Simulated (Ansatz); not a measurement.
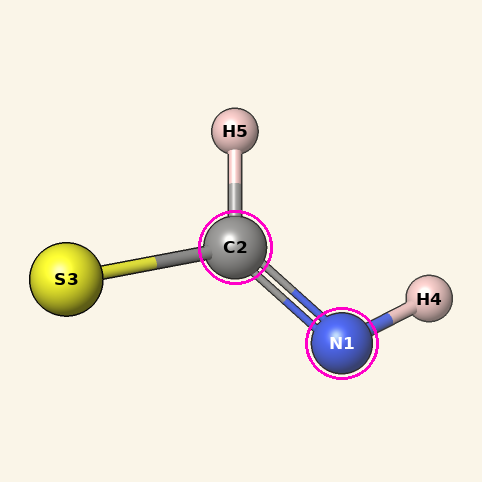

Distant atoms are faded towards the background colour. Circles mark the stereogenic atoms. State: neutral, doublet. Computed geometry: PBE0-D4/def2-TZVP optimisation. No frequency run is at hand to confirm it as a minimum.

Assign CIP descriptors.

N1=C2: E.

Give a SMILES with the stereochemistry.

[H]/N=C/[S]
